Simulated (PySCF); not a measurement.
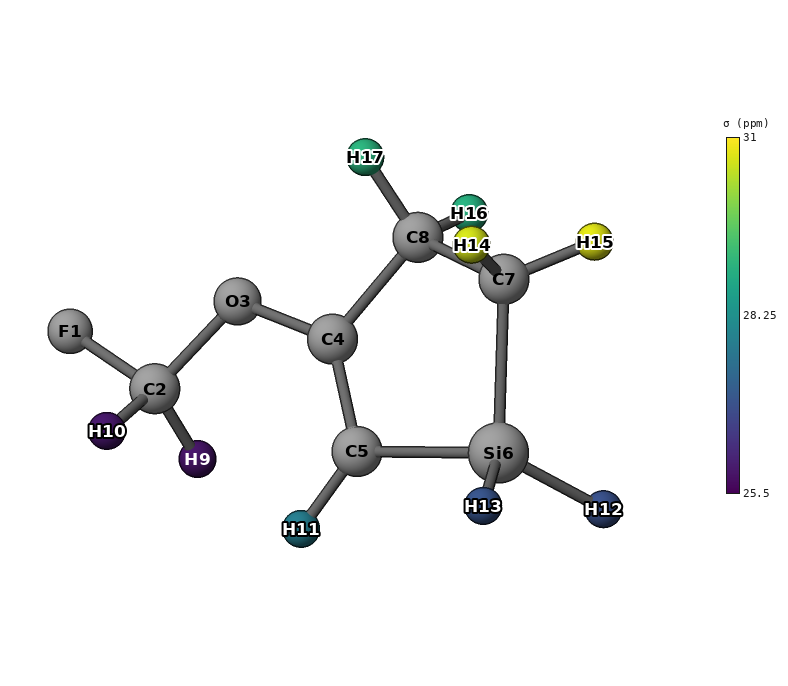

Atoms are coloured by their isotropic NMR shieldings (H only, the others grey). Computed geometry: GFN2-xTB optimisation. No frequency run is at hand to confirm it as a minimum. Method: GIAO PBE0/pcSseg-1 NMR shielding, non-relativistic, gas phase (PySCF 2.14.0).

Which H atom is the most shielded (lowest chemical shift)?

Answer. H15 (30.73 ppm).

Which H atom is the least shielded (highest chemical shift)?

Answer. H9 (25.84 ppm).

How wide is the range of H shifts?

Answer. 4.89 ppm.

List the isotropic NMR shieldings of the H atoms.

```json
{"atom": "H9", "σ (ppm)": "25.84"}
{"atom": "H10", "σ (ppm)": "25.87"}
{"atom": "H11", "σ (ppm)": "27.84"}
{"atom": "H12", "σ (ppm)": "26.88"}
{"atom": "H13", "σ (ppm)": "26.94"}
{"atom": "H14", "σ (ppm)": "30.62"}
{"atom": "H15", "σ (ppm)": "30.73"}
{"atom": "H16", "σ (ppm)": "28.97"}
{"atom": "H17", "σ (ppm)": "29.04"}
```

The geometry is semi-empirical. Around Si such bond lengths and angles can be off by a tenth of an ångström or more and by several degrees, and values that hang on the shape move with them.
